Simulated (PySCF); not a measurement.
# A workflow on AlF3 (SMILES F[Al](F)F), part 2 of 2

PySCF 2.14.0.

### Step 3. The energy at CCSD(T)/aug-cc-pVDZ (run 3)

The input, start.xyz:

```xyz
4
AlF3
F      1.134992    -0.631187     1.144077
Al     0.068757     0.032929     0.018808
F     -1.400846    -0.729249    -0.302190
F      0.470394     1.458698    -0.787578
```

The input, calc.py:

```python
from pyscf import gto, cc

system = gto.M(
    atom='start.xyz',
    basis='aug-cc-pvdz',
    verbose=4,
    max_memory=1860,
)

mf = system.RHF()
mf.kernel()

mycc = cc.CCSD(mf, frozen=8)
mycc.kernel()
e_t = mycc.ccsd_t()
e_tot = mycc.e_tot + e_t
print('E = %.10f Eh' % e_tot)
mf.analyze()
```

Command:

```
OMP_NUM_THREADS=1 python calc.py
```

The program printed:

```text
PySCF version 2.14.0

[INPUT] num. atoms = 4
[INPUT] num. electrons = 40
[INPUT] charge = 0
[INPUT] spin (= nelec alpha-beta = 2S) = 0
[INPUT] symmetry False subgroup None
[INPUT] Mole.unit = angstrom
[INPUT] Symbol           X                Y                Z      unit          X                Y                Z       unit  Magmom
[INPUT]  1 F      1.134992000000  -0.631187000000   1.144077000000 AA    2.144824033572  -1.192770563386   2.161992195414 Bohr   0.0
[INPUT]  2 Al     0.068757000000   0.032929000000   0.018808000000 AA    0.129931899147   0.062226791556   0.035541968951 Bohr   0.0
[INPUT]  3 F     -1.400846000000  -0.729249000000  -0.302190000000 AA   -2.647215282692  -1.378080886613  -0.571056337582 Bohr   0.0
[INPUT]  4 F      0.470394000000   1.458698000000  -0.787578000000 AA    0.888915830639   2.756539718451  -1.488306721733 Bohr   0.0

nuclear repulsion = 154.160917216053
number of shells = 32
number of NR pGTOs = 155
number of NR cGTOs = 96
basis = aug-cc-pvdz
ecp = {}

******** <class 'pyscf.scf.hf.RHF'> ********
method = RHF
initial guess = minao
damping factor = 0
level_shift factor = 0
DIIS = <class 'pyscf.scf.diis.CDIIS'>
diis_start_cycle = 1
diis_space = 8
diis_damp = 0
SCF conv_tol = 1e-09
SCF conv_tol_grad = None
SCF max_cycles = 50
direct_scf = True
direct_scf_tol = 1e-13
Set gradient conv threshold to 3.16228e-05
Initial guess from minao.
init E= -540.110692225653
  HOMO = -0.665852423599117  LUMO = -0.095013267323  gap/eV = 15.53332
cycle= 1 E= -540.398360010536  delta_E= -0.288  |g|= 0.752  |ddm|= 1.52
  HOMO = -0.55885113111046  LUMO = 0.0049139890502321  gap/eV = 15.34083
cycle= 2 E= -540.46536611523  delta_E= -0.067  |g|= 0.478  |ddm|= 0.716
  HOMO = -0.641226053751573  LUMO = 0.00852817657958216  gap/eV = 17.68071
cycle= 3 E= -540.500309807856  delta_E= -0.0349  |g|= 0.0341  |ddm|= 0.252
  HOMO = -0.632452775876878  LUMO = 0.0124635983305827  gap/eV = 17.54907
cycle= 4 E= -540.500645386232  delta_E= -0.000336  |g|= 0.00599  |ddm|= 0.0437
  HOMO = -0.632758150428019  LUMO = 0.0122535368604764  gap/eV = 17.55166
cycle= 5 E= -540.500667292558  delta_E= -2.19e-05  |g|= 0.00172  |ddm|= 0.0123
  HOMO = -0.632798323490929  LUMO = 0.0121525984551916  gap/eV = 17.55001
cycle= 6 E= -540.50066950422  delta_E= -2.21e-06  |g|= 0.000379  |ddm|= 0.0036
  HOMO = -0.632824312633788  LUMO = 0.0121500004667991  gap/eV = 17.55065
cycle= 7 E= -540.500669590696  delta_E= -8.65e-08  |g|= 4.26e-05  |ddm|= 0.000658
  HOMO = -0.632825459080449  LUMO = 0.0121509325910703  gap/eV = 17.55070
cycle= 8 E= -540.500669591273  delta_E= -5.77e-10  |g|= 1.37e-05  |ddm|= 5.11e-05
  HOMO = -0.632825627560341  LUMO = 0.0121510972916967  gap/eV = 17.55071
Extra cycle  E= -540.500669591298  delta_E= -2.5e-11  |g|= 8.87e-06  |ddm|= 1.15e-05
converged SCF energy = -540.500669591298

******** <class 'pyscf.cc.ccsd.CCSD'> ********
CC2 = 0
CCSD nocc = 12, nmo = 88
frozen orbitals 8
max_cycle = 50
direct = 0
conv_tol = 1e-07
conv_tol_normt = 1e-05
diis_space = 6
diis_start_cycle = 0
diis_start_energy_diff = 1e+09
Init t2, MP2 energy = -541.184686324035  E_corr(MP2) -0.684016732737506
Init E_corr(CCSD) = -0.68401673275274
cycle = 1  E_corr(CCSD) = -0.667962518674585  dE = 0.0160542141  norm(t1,t2) = 0.0752788
cycle = 2  E_corr(CCSD) = -0.684833414020364  dE = -0.0168708953  norm(t1,t2) = 0.021896
cycle = 3  E_corr(CCSD) = -0.683702739712827  dE = 0.00113067431  norm(t1,t2) = 0.0140201
cycle = 4  E_corr(CCSD) = -0.685445904427662  dE = -0.00174316471  norm(t1,t2) = 0.00470442
cycle = 5  E_corr(CCSD) = -0.685497764752284  dE = -5.18603246e-05  norm(t1,t2) = 0.000868891
cycle = 6  E_corr(CCSD) = -0.685419617330864  dE = 7.81474214e-05  norm(t1,t2) = 0.000292374
cycle = 7  E_corr(CCSD) = -0.685410951101408  dE = 8.66622946e-06  norm(t1,t2) = 6.93774e-05
cycle = 8  E_corr(CCSD) = -0.685411915964332  dE = -9.64862924e-07  norm(t1,t2) = 2.53325e-05
cycle = 9  E_corr(CCSD) = -0.6854136313441  dE = -1.71537977e-06  norm(t1,t2) = 8.15833e-06
cycle = 10  E_corr(CCSD) = -0.685413477618246  dE = 1.53725854e-07  norm(t1,t2) = 2.41715e-06
cycle = 11  E_corr(CCSD) = -0.6854134873522  dE = -9.7339542e-09  norm(t1,t2) = 9.20119e-07
CCSD converged
E(CCSD) = -541.1860830786501  E_corr = -0.6854134873521998
CCSD(T) correction = -0.0154276014388364
E = -541.2015106801 Eh
**** SCF Summaries ****
Total Energy =                        -540.500669591297878
Nuclear Repulsion Energy =             154.160917216052667
One-electron Energy =                -1062.905794407153280
Two-electron Energy =                  368.244207599802735
Two-electron Coulomb Energy =          416.822732326154892
DFT Exchange-Correlation Energy =      -48.578524726352157
HOMO-LUMO gap [eV] =                    17.550710633864124
**** MO energy ****
MO #1   energy= -58.6073853480867  occ= 2
MO #2   energy= -26.3030950864921  occ= 2
MO #3   energy= -26.3029906677667  occ= 2
MO #4   energy= -26.3029235364294  occ= 2
MO #5   energy= -5.00770521089488  occ= 2
MO #6   energy= -3.32701029501294  occ= 2
MO #7   energy= -3.32329206495658  occ= 2
MO #8   energy= -3.32328540584959  occ= 2
MO #9   energy= -1.57875504137053  occ= 2
MO #10  energy= -1.56846145947174  occ= 2
MO #11  energy= -1.5683650141534   occ= 2
MO #12  energy= -0.732009985808303 occ= 2
MO #13  energy= -0.687002725334105 occ= 2
MO #14  energy= -0.686907724193388 occ= 2
MO #15  energy= -0.66193294794948  occ= 2
MO #16  energy= -0.652375490052223 occ= 2
MO #17  energy= -0.652363246690333 occ= 2
MO #18  energy= -0.645057542813109 occ= 2
MO #19  energy= -0.644949085859295 occ= 2
MO #20  energy= -0.632825627560341 occ= 2
MO #21  energy= 0.0121510972916967 occ= 0
MO #22  energy= 0.026771297184661  occ= 0
MO #23  energy= 0.039167914462374  occ= 0
MO #24  energy= 0.0391873351811605 occ= 0
MO #25  energy= 0.0963351919937084 occ= 0
MO #26  energy= 0.099915748011374  occ= 0
MO #27  energy= 0.155918363770661  occ= 0
MO #28  energy= 0.160397493256405  occ= 0
MO #29  energy= 0.160462738166884  occ= 0
MO #30  energy= 0.16776445876609   occ= 0
MO #31  energy= 0.167898140928725  occ= 0
MO #32  energy= 0.169057496707891  occ= 0
MO #33  energy= 0.169097198389058  occ= 0
MO #34  energy= 0.297781011500928  occ= 0
MO #35  energy= 0.33202409748583   occ= 0
MO #36  energy= 0.332115199558156  occ= 0
MO #37  energy= 0.338700426834959  occ= 0
MO #38  energy= 0.344549533196481  occ= 0
MO #39  energy= 0.359292852526461  occ= 0
MO #40  energy= 0.359358215894047  occ= 0
MO #41  energy= 0.365513322791394  occ= 0
MO #42  energy= 0.41754764287545   occ= 0
MO #43  energy= 0.417769420219365  occ= 0
MO #44  energy= 0.424532235931087  occ= 0
MO #45  energy= 0.468581130524087  occ= 0
MO #46  energy= 0.468827675249329  occ= 0
MO #47  energy= 0.521313572052935  occ= 0
MO #48  energy= 0.52148354085119   occ= 0
MO #49  energy= 0.535905678681523  occ= 0
MO #50  energy= 0.618134874873834  occ= 0
MO #51  energy= 0.618158203041159  occ= 0
MO #52  energy= 0.718928578882374  occ= 0
MO #53  energy= 0.889753937356014  occ= 0
MO #54  energy= 0.89007819368471   occ= 0
MO #55  energy= 1.31696364932311   occ= 0
MO #56  energy= 1.31709629742989   occ= 0
MO #57  energy= 1.33043214779407   occ= 0
MO #58  energy= 1.38011198344835   occ= 0
MO #59  energy= 1.38075307961741   occ= 0
MO #60  energy= 1.39161687429474   occ= 0
MO #61  energy= 1.44234838678689   occ= 0
MO #62  energy= 1.49393318994285   occ= 0
MO #63  energy= 1.49412499231935   occ= 0
MO #64  energy= 1.53261147286038   occ= 0
MO #65  energy= 1.53739716101834   occ= 0
MO #66  energy= 1.59017910659396   occ= 0
MO #67  energy= 1.59047077203996   occ= 0
MO #68  energy= 1.68917475340787   occ= 0
MO #69  energy= 1.68939154409656   occ= 0
MO #70  energy= 1.69149203507658   occ= 0
MO #71  energy= 1.76823886846332   occ= 0
MO #72  energy= 1.83475077129182   occ= 0
MO #73  energy= 1.83542471983486   occ= 0
MO #74  energy= 2.07792285571005   occ= 0
MO #75  energy= 2.07902770043873   occ= 0
MO #76  energy= 2.19855448305363   occ= 0
MO #77  energy= 2.20000282302706   occ= 0
MO #78  energy= 2.30038343901133   occ= 0
MO #79  energy= 2.79269205582141   occ= 0
MO #80  energy= 2.95388537416777   occ= 0
MO #81  energy= 2.95434012248966   occ= 0
MO #82  energy= 4.86019767277848   occ= 0
MO #83  energy= 4.86080679361357   occ= 0
MO #84  energy= 4.86091080651698   occ= 0
MO #85  energy= 4.90739644785063   occ= 0
MO #86  energy= 4.90781861321468   occ= 0
MO #87  energy= 4.93055624271988   occ= 0
MO #88  energy= 4.93879934263418   occ= 0
MO #89  energy= 4.98048372309074   occ= 0
MO #90  energy= 5.02847294150962   occ= 0
MO #91  energy= 5.0286134802153    occ= 0
MO #92  energy= 5.03045570200884   occ= 0
MO #93  energy= 5.03077456457007   occ= 0
MO #94  energy= 5.06958149539947   occ= 0
MO #95  energy= 5.1946265704156    occ= 0
MO #96  energy= 5.19511848643082   occ= 0
 ** Mulliken pop on meta-lowdin orthogonal AOs  **
 ** Mulliken pop  **
pop of  0 F 1s            2.00000
pop of  0 F 2s            1.84618
pop of  0 F 3s            0.00093
pop of  0 F 4s            0.00108
pop of  0 F 2px           1.90418
pop of  0 F 2py           1.92587
pop of  0 F 2pz           1.89557
pop of  0 F 3px           0.00133
pop of  0 F 3py           0.00139
pop of  0 F 3pz           0.00134
pop of  0 F 4px           0.00441
pop of  0 F 4py           0.00396
pop of  0 F 4pz           0.00449
pop of  0 F 3dxy          0.00193
pop of  0 F 3dyz          0.00187
pop of  0 F 3dz^2         0.00218
pop of  0 F 3dxz          0.00320
pop of  0 F 3dx2-y2       0.00147
pop of  0 F 4dxy          0.00096
pop of  0 F 4dyz          0.00087
pop of  0 F 4dz^2         0.00111
pop of  0 F 4dxz          0.00145
pop of  0 F 4dx2-y2       0.00073
pop of  1 Al 1s           1.99997
pop of  1 Al 2s           1.99881
pop of  1 Al 3s           0.36489
pop of  1 Al 4s           0.00763
pop of  1 Al 5s           0.00004
pop of  1 Al 2px          1.99997
pop of  1 Al 2py          1.99997
pop of  1 Al 2pz          1.99998
pop of  1 Al 3px          0.27386
pop of  1 Al 3py          0.26052
pop of  1 Al 3pz          0.22630
pop of  1 Al 4px          0.00529
pop of  1 Al 4py          0.00506
pop of  1 Al 4pz          0.00446
pop of  1 Al 5px          0.00255
pop of  1 Al 5py          0.00250
pop of  1 Al 5pz          0.00237
pop of  1 Al 3dxy         0.00481
pop of  1 Al 3dyz         0.00338
pop of  1 Al 3dz^2        0.00552
pop of  1 Al 3dxz         0.00418
pop of  1 Al 3dx2-y2      0.00570
pop of  1 Al 4dxy         0.00056
pop of  1 Al 4dyz         0.00041
pop of  1 Al 4dz^2        0.00053
pop of  1 Al 4dxz         0.00047
pop of  1 Al 4dx2-y2      0.00062
pop of  2 F 1s            2.00000
pop of  2 F 2s            1.84616
pop of  2 F 3s            0.00093
pop of  2 F 4s            0.00108
pop of  2 F 2px           1.87044
pop of  2 F 2py           1.92133
pop of  2 F 2pz           1.93394
pop of  2 F 3px           0.00124
pop of  2 F 3py           0.00138
pop of  2 F 3pz           0.00144
pop of  2 F 4px           0.00508
pop of  2 F 4py           0.00405
pop of  2 F 4pz           0.00373
pop of  2 F 3dxy          0.00339
pop of  2 F 3dyz          0.00073
pop of  2 F 3dz^2         0.00135
pop of  2 F 3dxz          0.00219
pop of  2 F 3dx2-y2       0.00300
pop of  2 F 4dxy          0.00157
pop of  2 F 4dyz          0.00039
pop of  2 F 4dz^2         0.00062
pop of  2 F 4dxz          0.00107
pop of  2 F 4dx2-y2       0.00146
pop of  3 F 1s            2.00000
pop of  3 F 2s            1.84620
pop of  3 F 3s            0.00093
pop of  3 F 4s            0.00108
pop of  3 F 2px           1.93640
pop of  3 F 2py           1.87340
pop of  3 F 2pz           1.91585
pop of  3 F 3px           0.00141
pop of  3 F 3py           0.00126
pop of  3 F 3pz           0.00140
pop of  3 F 4px           0.00378
pop of  3 F 4py           0.00499
pop of  3 F 4pz           0.00409
pop of  3 F 3dxy          0.00216
pop of  3 F 3dyz          0.00335
pop of  3 F 3dz^2         0.00152
pop of  3 F 3dxz          0.00087
pop of  3 F 3dx2-y2       0.00275
pop of  3 F 4dxy          0.00105
pop of  3 F 4dyz          0.00153
pop of  3 F 4dz^2         0.00076
pop of  3 F 4dxz          0.00045
pop of  3 F 4dx2-y2       0.00133
 ** Mulliken atomic charges  **
charge of    0F =     -0.60651
charge of    1Al =      1.81964
charge of    2F =     -0.60657
charge of    3F =     -0.60656
Dipole moment(X, Y, Z, Debye):  0.00529,  0.00142,  0.00647
```

It took 40 s on 1 thread of Intel Xeon at 2.70GHz, shared host; peak memory 0.56 GiB.

### Step 4. The vertical excitations at TDA-MN12-SX/cc-pwCVDZ (density fitting with cc-pvqz-jkfit, spin of roots singlet) (run 4)

The input, run.py:

```python
from pyscf import gto, dft, tdscf

mol = gto.Mole()
mol.atom = '''
F        1.134992      -0.631187       1.144077
Al       0.068757       0.032929       0.018808
F       -1.400846      -0.729249      -0.302190
F        0.470394       1.458698      -0.787578
'''
mol.charge = 0
mol.max_memory = 1860
mol.basis = 'cc-pwcvdz'
mol.verbose = 3
mol.build()

mf = dft.RKS(mol, xc='mn12-sx')
mf = mf.density_fit(auxbasis='cc-pvqz-jkfit')
mf.kernel()

etot = mf.e_tot
print('E(%s) = %.9f' % ('MN12-SX', etot))

td = tdscf.TDA(mf)
td.nstates = 5
td.kernel()
td.analyze()
roots = td.e * 27.211386
osc = td.oscillator_strength()
print('state   eV      nm      f')
for i, (w, f) in enumerate(zip(roots, osc), 1):
    print('%3d %9.4f %8.1f %9.5f' % (i, w, 1239.842 / w, f))
```

Command:

```
OMP_NUM_THREADS=1 python run.py
```

The program printed:

```text
converged SCF energy = -542.00539214032
E(MN12-SX) = -542.005392140
Excitation energies (eV)
[8.01312818 8.41631251 8.4182243  8.79566668 8.79631824]

** Singlet excitation energies and oscillator strengths **
state   eV      nm      f
  1    8.0131    154.7   0.00000
  2    8.4163    147.3   0.00000
  3    8.4182    147.3   0.00000
  4    8.7957    141.0   0.06283
  5    8.7963    141.0   0.06283
```

Run time: 1.8 min. Hardware: 1 thread of Intel Xeon at 2.70GHz, shared host; peak memory 0.54 GiB.

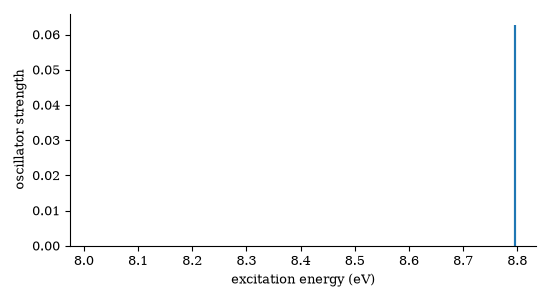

Vertical excitations as sticks.

The roots found:

```csv
excited state,energy (eV),strength
1,8.013,0.0000
2,8.416,0.0000
3,8.418,0.0000
4,8.796,0.0628
5,8.796,0.0628
```

### Step 5. What came out

This closing draws on all 2 parts.

| quantity | value |
| --- | --- |
| run 1, XLYP-D3(0)/cc-pVDZ: total energy at the end | -542.42761 Eh |
| run 1, XLYP-D3(0)/cc-pVDZ: dipole moment | 0.01 D |
| run 1, XLYP-D3(0)/cc-pVDZ: HOMO energy | -9.15 eV |
| run 1, XLYP-D3(0)/cc-pVDZ: LUMO energy | -2.76 eV |
| run 1, XLYP-D3(0)/cc-pVDZ: HOMO–LUMO gap | 6.39 eV |
| run 1, XLYP-D3(0)/cc-pVDZ: dispersion energy | -2.64 kJ/mol |
| run 3, CCSD(T)/aug-cc-pVDZ: total energy | -541.20151 Eh |
| run 3, CCSD(T)/aug-cc-pVDZ: dipole moment (Hartree–Fock density) | 0.01 D |
| run 3, CCSD(T)/aug-cc-pVDZ: HOMO energy (Hartree–Fock orbitals) | -17.22 eV |
| run 3, CCSD(T)/aug-cc-pVDZ: LUMO energy (Hartree–Fock orbitals) | 0.33 eV |
| run 3, CCSD(T)/aug-cc-pVDZ: HOMO–LUMO gap (Hartree–Fock orbitals) | 17.55 eV |
| run 3, CCSD(T)/aug-cc-pVDZ: correlation energy (8 core orbitals frozen) | -700.8 mEh |
| run 3, CCSD(T)/aug-cc-pVDZ: (T) correction | -15.43 mEh |
| run 3, CCSD(T)/aug-cc-pVDZ: T1 diagnostic | 0.016 |
| run 4, TDA-MN12-SX/cc-pwCVDZ: ground-state or mean-field energy | -542.00539 Eh |
| run 4, TDA-MN12-SX/cc-pwCVDZ: dipole moment (MN12-SX Kohn–Sham density) | 0.01 D |
| run 4, TDA-MN12-SX/cc-pwCVDZ: HOMO energy (MN12-SX Kohn–Sham orbitals) | -11.58 eV |
| run 4, TDA-MN12-SX/cc-pwCVDZ: LUMO energy (MN12-SX Kohn–Sham orbitals) | -2.55 eV |
| run 4, TDA-MN12-SX/cc-pwCVDZ: HOMO–LUMO gap (MN12-SX Kohn–Sham orbitals) | 9.03 eV |
| run 4, TDA-MN12-SX/cc-pwCVDZ: lowest singlet excitation energy | 8.01 eV |

The optimisation (run 1, XLYP-D3(0)/cc-pVDZ) took 36 steps and changed the energy by -1.157 eV. Mulliken charges (run 1, XLYP-D3(0)/cc-pVDZ) run from -0.31 on F3 to +0.94 on Al2; they depend strongly on the basis. The triples (run 3, CCSD(T)/aug-cc-pVDZ) make up 2.2 % of the correlation energy. The brightest of the 5 transitions from the ground state lies at 8.80 eV (141 nm, f = 0.126, degenerate roots summed); the lowest, at 8.01 eV, has f = 0.000. The basis has no diffuse functions, so Rydberg states are missing or pushed up, and the true lowest state may lie lower.
